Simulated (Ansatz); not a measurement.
| atom | x (Å) | y (Å) | z (Å) |
| --- | --- | --- | --- |
| Cl | -3.1335 | -0.7271 | -0.8155 |
| Si | -1.0973 | -0.5066 | -1.0178 |
| C | -0.4184 | 0.3412 | 0.5014 |
| Si | 1.4119 | 0.1806 | 0.7056 |
| Cl | 2.0828 | 1.4182 | 2.1891 |
| Cl | 2.3394 | 0.6871 | -1.0503 |
| H | -0.5157 | -1.8620 | -1.1664 |
| H | -0.8488 | 0.2997 | -2.2319 |
| H | -0.6892 | 1.4011 | 0.4700 |
| H | -0.8890 | -0.0936 | 1.3906 |
| H | 1.8232 | -1.1955 | 1.0458 |

Geometry: PBE0-D4/def2-TZVP.

All numbers below come from RKS PBE0-D4/def2-TZVPP (Ansatz).

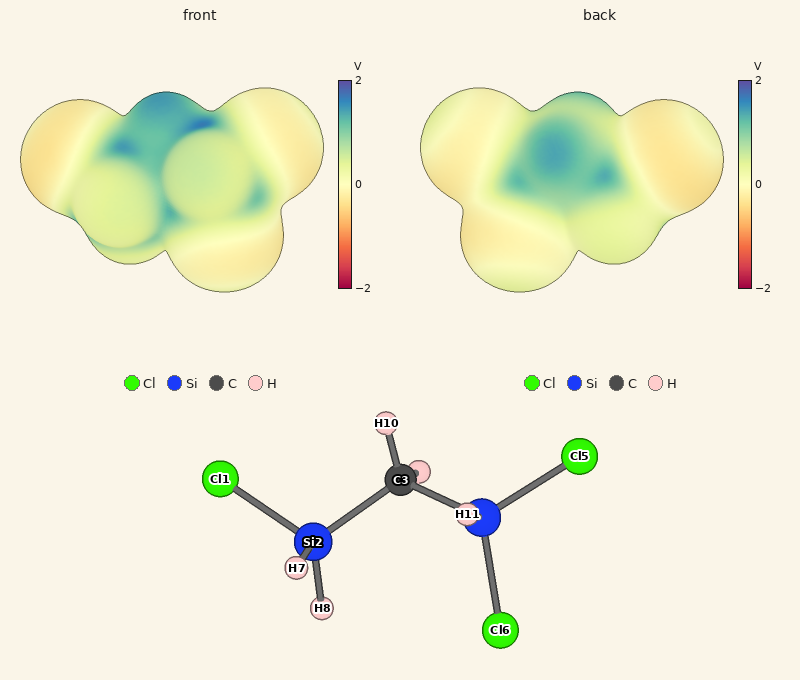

CH5Cl3Si2 (SMILES Cl[SiH2]C[SiH](Cl)Cl). The electrostatic potential painted on the density surface at 0.002 e/bohr³, seen from the front and from behind; red is negative and blue positive. The bare structure is drawn below in the same view.

Q: Describe the electrostatic potential map.

A: The most negative region (about −0.3 V) lies over Cl1, the most positive (about +1.4 V) over Si2, Si4 and H10. Cl5 shows a σ-hole: about +0.3 V at the tip opposite its bond, against about −0.1 V on its flanks.
